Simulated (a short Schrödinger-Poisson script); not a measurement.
Stack: MOS inversion layer, HfO2 on p-type Si(100), at 400 K.

| layer | material | thickness (nm) | Na (cm⁻³) |
|---|---|---|---|
| 1 | HfO2 | 4.4 | - |
| 2 | Si | 1700 | 6.6e16 |

Constants are typed, rounded textbook-type inputs, not results; the design itself was drawn at random and stands for no fabricated device. HfO2: permittivity 22, conduction-band edge (eV) 1.55, gap (eV) 5.7, electron mass (mₑ) 0.2. Si: permittivity 11.7, conduction-band edge (eV) 0, gap (eV) 1.124, Nv at 300 K (cm⁻³) 3.1e19.

Channel valleys (confinement mass, in-plane density-of-states mass, number): Δ2 0.916, 0.19, 2; Δ4 0.19, 0.417, 4. At the gate the conduction-band edge of layer 1 lies 2.04 eV − eVg above the Fermi level of the channel; the field vanishes at the back. Gaps are held at their typed values at every temperature. Mesh 0.03 nm at interfaces.

Solved with a short Schrödinger-Poisson script written for these runs: 1D Poisson equation in equilibrium, electrons quantum, Hartree (BenDaniel-Duke, 12 states a valley, the channel's in-plane mass for all, wave functions ending at the dielectric), parabolic valleys, classical holes, full ionisation, no traps, pinning or gate leakage.

Only gate voltages with over 1e8 electrons/cm² are shown.

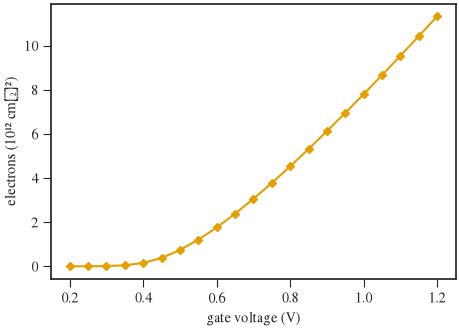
Fig. 1. Sheet density against gate voltage

```tsv
Vg (V)	electrons (cm⁻²)	C (μF/cm²)	Δ2 E0 (meV)	Δ2 E1 (meV)	Δ4 E0 (meV)	Δ4 E1 (meV)
0.2	9.37e8	0.102	353.5	381.9	379.7	426.8
0.25	3.60e9	0.108	305.9	335.2	332.9	381.5
0.3	1.37e10	0.145	258.6	288.9	286.5	336.7
0.35	4.94e10	0.273	212.9	244.4	242.0	293.8
0.4	1.55e11	0.572	171.5	205.0	202.5	256.4
0.45	3.81e11	0.985	137.3	174.1	171.4	228.2
0.5	7.39e11	1.37	110.6	151.7	148.8	209.1
0.55	1.21e12	1.67	89.4	135.5	132.5	196.2
0.6	1.76e12	1.90	72.2	123.5	120.3	187.4
0.65	2.38e12	2.09	57.8	114.2	110.8	181.1
0.7	3.06e12	2.24	45.4	106.8	103.3	176.5
0.75	3.78e12	2.37	34.6	100.8	97.2	172.9
0.8	4.53e12	2.47	24.9	95.7	92.0	170.1
0.85	5.31e12	2.55	16.0	91.4	87.6	167.8
0.9	6.12e12	2.63	7.9	87.6	83.7	165.9
0.95	6.95e12	2.69	0.4	84.2	80.3	164.3
1	7.80e12	2.74	-6.7	81.2	77.2	162.9
1.05	8.66e12	2.79	-13.4	78.4	74.4	161.7
1.1	9.54e12	2.83	-19.8	75.9	71.9	160.7
1.15	1.04e13	2.87	-25.9	73.5	69.5	159.7
1.2	1.13e13	2.90	-31.8	71.3	67.2	158.9
```

Subbands count from the Fermi level.
